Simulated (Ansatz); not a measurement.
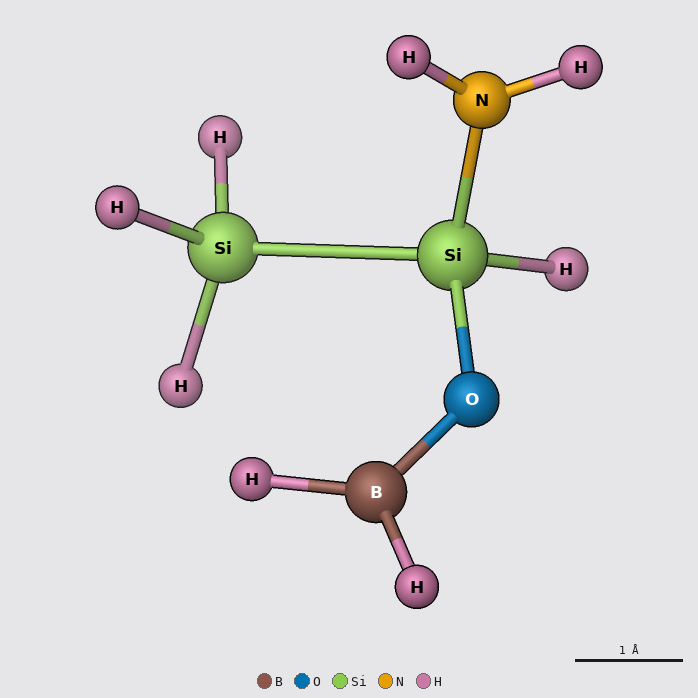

Rendered structure (ball-and-stick style).

Computed geometry: PBE0-D4/def2-TZVP optimisation. No frequency run is at hand to confirm it as a minimum.

Give the formula.

BH8NOSi2, 13 atoms: 1 boron, 8 hydrogen, 1 nitrogen, 1 oxygen and 2 silicon.

How many bonds of each kind are drawn?

4 Si–H, 2 B–H, 2 N–H, 1 B–O, 1 O–Si, 1 N–Si, 1 Si–Si.

Describe its rings.

It has no ring.

More results for the same structure follow; atom numbers are the same in all pictures, views and colours differ.

## Shape

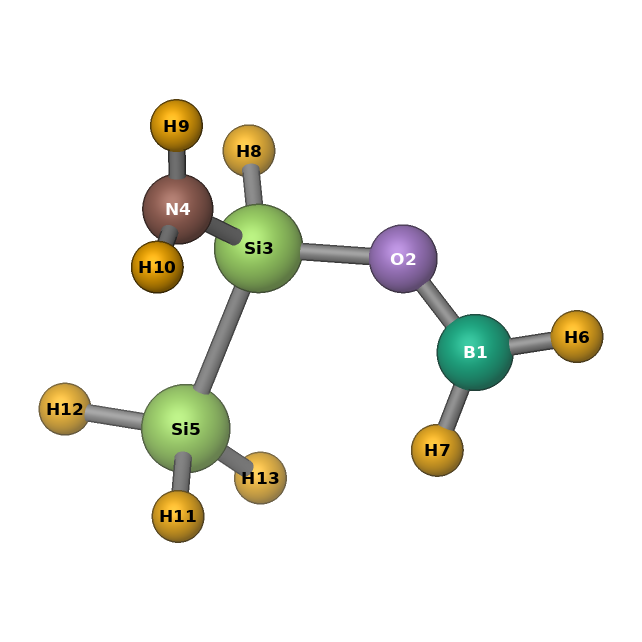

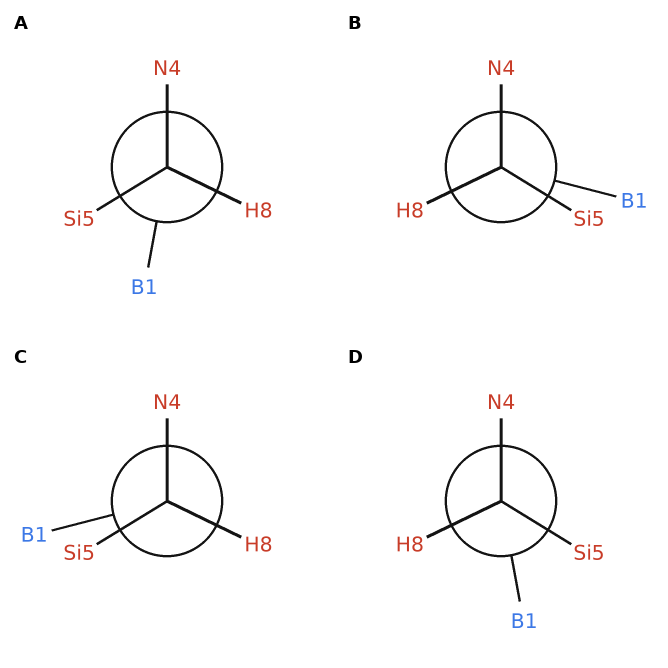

Distant atoms are faded towards the background colour. Bonds that would overlap in a projection are set slightly apart. No frequency run is at hand to confirm it as a minimum.

Which Newman projection shows the view along Si3–O2, with Si3 in front?

B. The torsion angle Si5–Si3–O2–B1 is −12°, synperiplanar (eclipsed).

## Charges

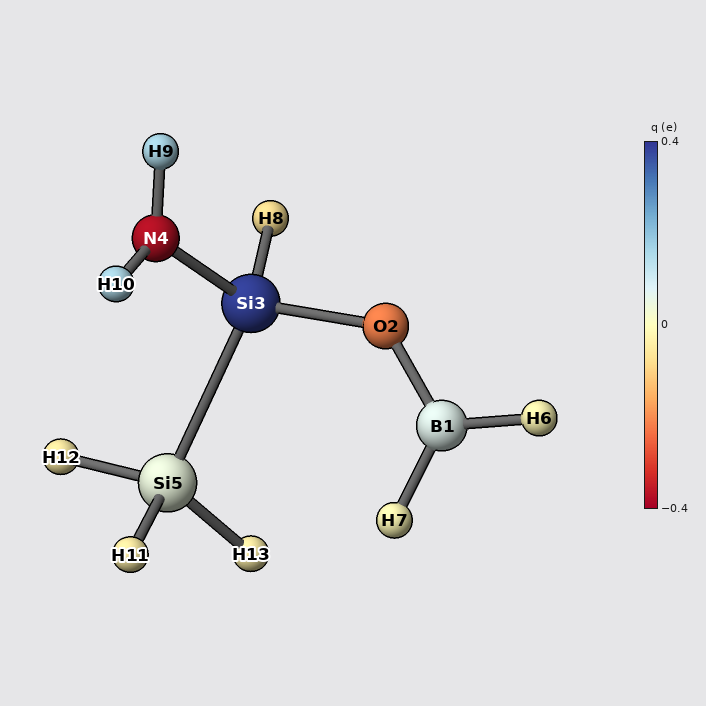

Atoms are coloured by their Mulliken charges. No frequency run is at hand to confirm it as a minimum. Properties computed with RKS PBE-D4/def2-TZVPP (Ansatz 0.2.0).

List the Mulliken charges.

```tsv
atom	value (e)
B1	0.07
O2	−0.21
Si3	0.38
N4	−0.37
Si5	0.04
H6	−0.02
H7	−0.02
H8	−0.07
H9	0.15
H10	0.15
H11	−0.04
H12	−0.04
H13	−0.03
```

## Levels of theory compared

No frequency run is at hand to confirm it as a minimum. Program: Ansatz 0.2.0.

Tabulate HOMO energy (eV) at these levels: B3LYP-D4/def2-TZVPP; PBE-D4/def2-TZVPP; PBE0-D4/def2-TZVPP; r2SCAN-D4/def2-TZVPP; ωB97M-V/def2-TZVPP; ωB97X-V/def2-TZVPP.

```csv
level,HOMO energy (eV)
B3LYP-D4/def2-TZVPP,−7.54
PBE-D4/def2-TZVPP,−6.43
PBE0-D4/def2-TZVPP,−7.75
r2SCAN-D4/def2-TZVPP,−6.71
ωB97M-V/def2-TZVPP,−9.94
ωB97X-V/def2-TZVPP,−10.11
```

## Dipole moment

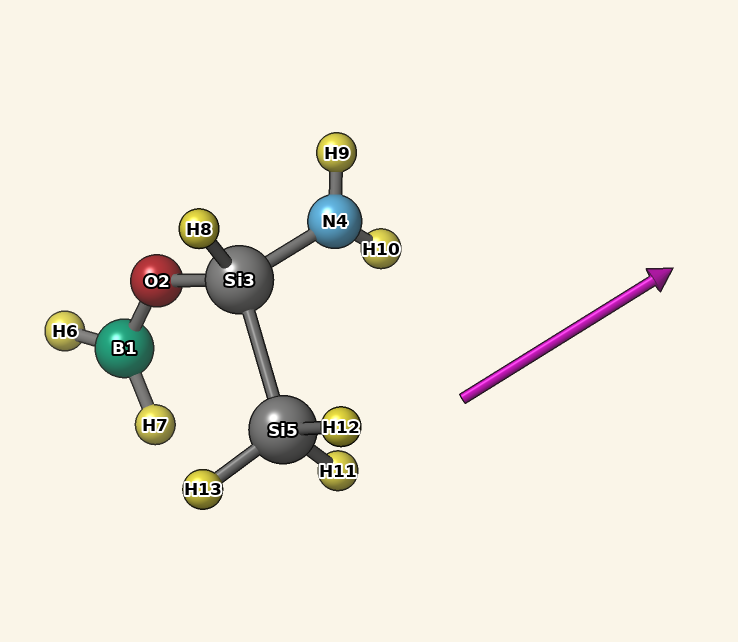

The arrow beside the molecule shows the direction of the dipole moment, from the negative to the positive end (its length means nothing). No frequency run is at hand to confirm it as a minimum. Properties computed with RKS PBE0-D4/def2-TZVP (Ansatz 0.2.0).

Estimate the dipole moment.

1.74 D; it points from the side of H6, H13 to the side of H9, H10 (the outermost atoms at the two ends).

Mulliken values depend strongly on the basis set and can even reverse the polarity of a bond.
